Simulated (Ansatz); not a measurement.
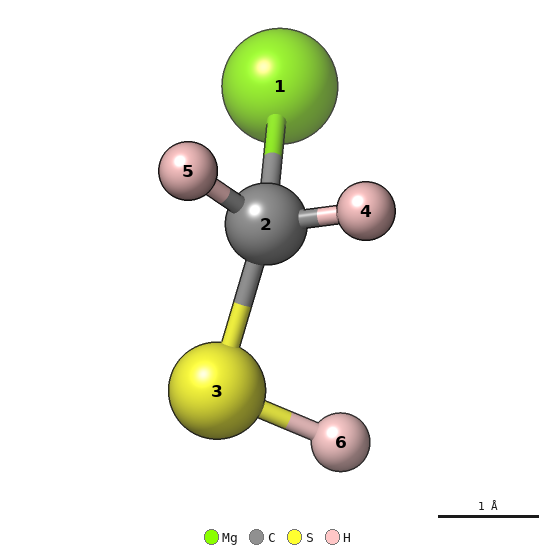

Orthographic view. Depth is shown by fading: the farther an atom, the more it takes the colour of the background. State: charge +1, singlet. The computed structure is the end point of a PBE-D4/def2-SVP optimisation. No frequency run is at hand to confirm it as a minimum.

Write a Z-matrix (Å, degrees) in the order of the atom numbers, with these reference atoms: 2 to 1; 3 to 2, 1; 4 to 2, 3, 1; 5 to 2, 4, 3; 6 to 3, 2, 4.

```
Mg 
C    1   2.242
S    2   1.760   1   118.6
H    2   1.107   3   115.3   1  -121.0
H    2   1.108   4   111.2   3   125.5
H    3   1.366   2    97.7   4   -33.6
```
